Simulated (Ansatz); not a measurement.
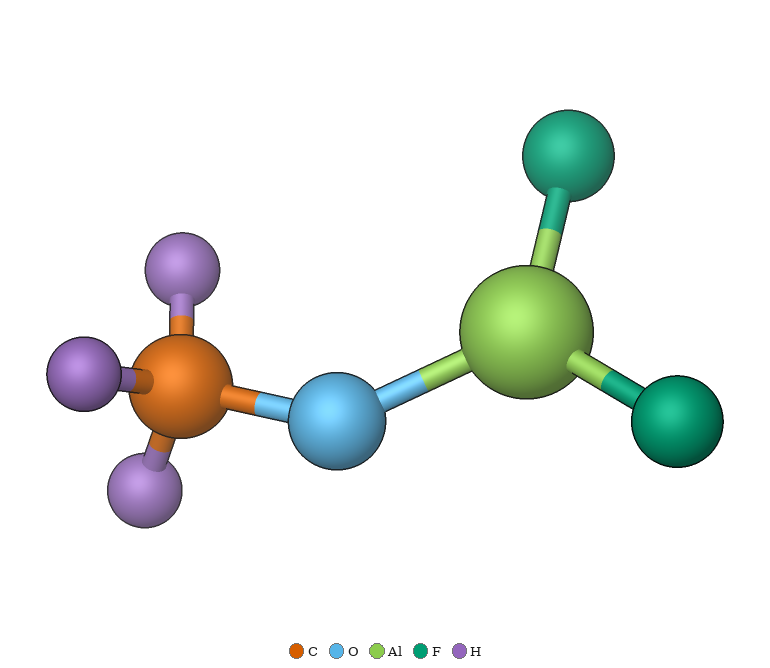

Rendered structure (ball-and-stick style). Every bond is drawn as one stick, whatever its order.

The computed structure is the end point of a PBE0-D4/def2-TZVP optimisation.

> What is the molecular formula?

CH₃AlF₂O, 8 atoms: 1 carbon, 3 hydrogen, 1 aluminium, 2 fluorine and 1 oxygen.

> Count the bonded pairs by element.

3 C–H, 2 Al–F, 1 C–O, 1 Al–O.

> What is its SMILES?

C[O][Al]([F])[F]

> How many sets of symmetry-equivalent atoms are there?

7: 1 C, 1 O, 1 Al, 1 F, 1 F, 1 H, 2 H.

> Which point group does it belong to?

Cs.

The parts below concern this one geometry. Atoms keep their numbers from picture to picture.

**Shape**

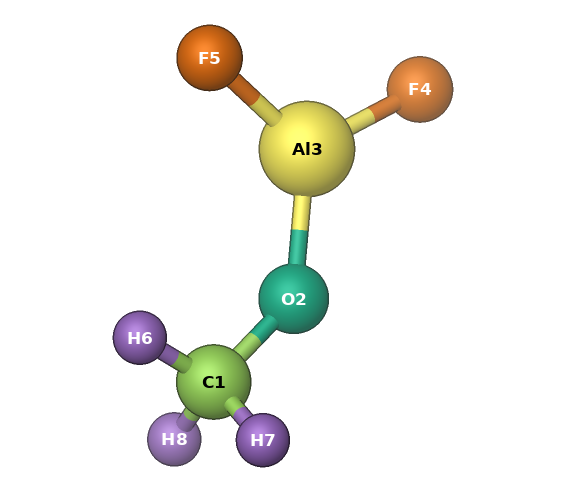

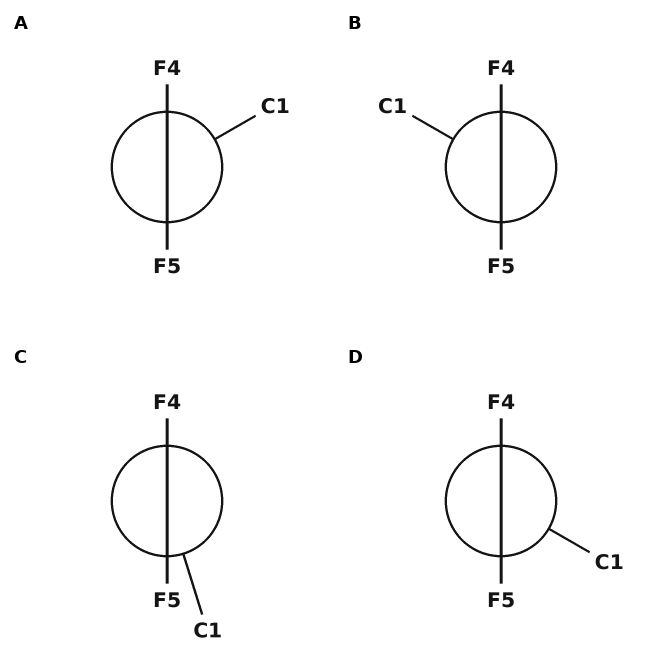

Atoms fade into the background with distance from the viewer. Bonds that would overlap in a projection are set slightly apart.

> Which Newman projection shows the view along Al3–O2, with Al3 in front?

C. The torsion angle F4–Al3–O2–C1 is 180°, antiperiplanar (anti).

**Thermal motion**

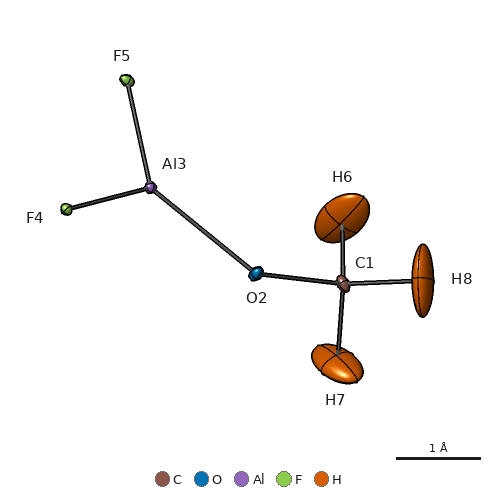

Displacement ellipsoids at the 50 % level, from the internal vibrations of the free molecule (harmonic, no overall translation or rotation; no half-axis is drawn under 0.075 Å). Vibrations computed with RKS PBE0-D4/def2-TZVP (Ansatz 0.2.0). Temperature: 0 K (zero-point motion alone).

> Which atom has the largest mean-square displacement?

H6, with U_eq = 0.0395 Å².

> Does H6 move more along its bond or across it?

Across it: the root-mean-square amplitude is 0.096 Å along the bond and up to 0.288 Å across, since bending and torsion are softer than stretching.

List U_eq and the three principal root-mean-square amplitudes for each kind of atom.

```csv
atom,U_eq (Å²),rms amplitudes (Å)
C1,0.0032,"0.039, 0.051, 0.074"
O2,0.0031,"0.033, 0.055, 0.072"
Al3,0.0011,"0.027, 0.032, 0.040"
F4,0.0017,"0.035, 0.039, 0.049"
F5,0.0019,"0.024, 0.035, 0.061"
H6,0.0395,"0.085, 0.168, 0.288"
"H7, H8",0.0376,"0.085, 0.151, 0.287"
```

**Charges**

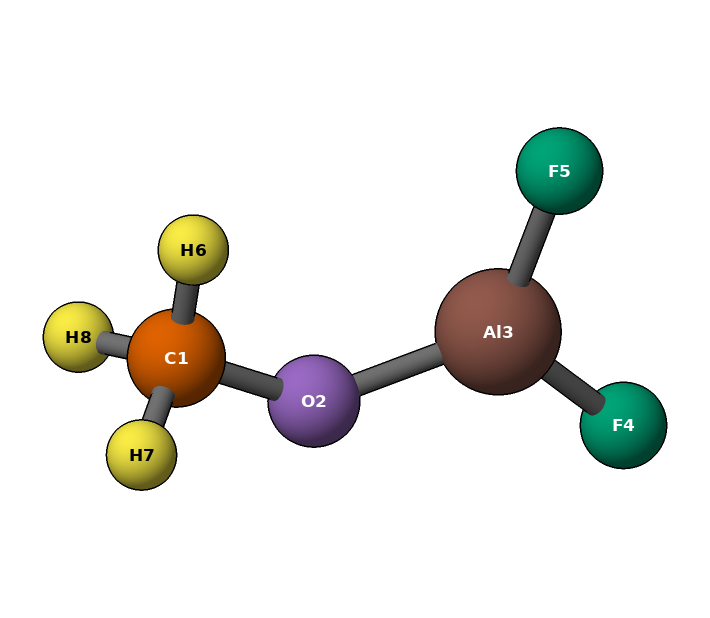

The questions are on Mulliken charges. Level of theory: RKS r2SCAN-D4/def2-TZVPP (Ansatz 0.2.0).

> Which atom carries the highest charge (most positive or least negative)?

Al3 (0.89 e).

> And the lowest?

O2 (−0.38 e).

List the Mulliken charges.

| atom | value (e) |
| --- | --- |
| C1 | 0.03 |
| O2 | −0.38 |
| Al3 | 0.89 |
| F4 | −0.35 |
| F5 | −0.35 |
| H6 | 0.06 |
| H7 | 0.06 |
| H8 | 0.06 |

**Electronic properties**

Method: RKS PBE0-D4/def2-SVP (Ansatz 0.2.0).

> Estimate the LUMO energy (Kohn–Sham orbital).

−0.73 eV.

> What is the HOMO energy (Kohn–Sham orbital)?

−8.57 eV.

> What is the dispersion correction?

−10.3 kJ/mol.

Mulliken values depend strongly on the basis set and can even reverse the polarity of a bond.
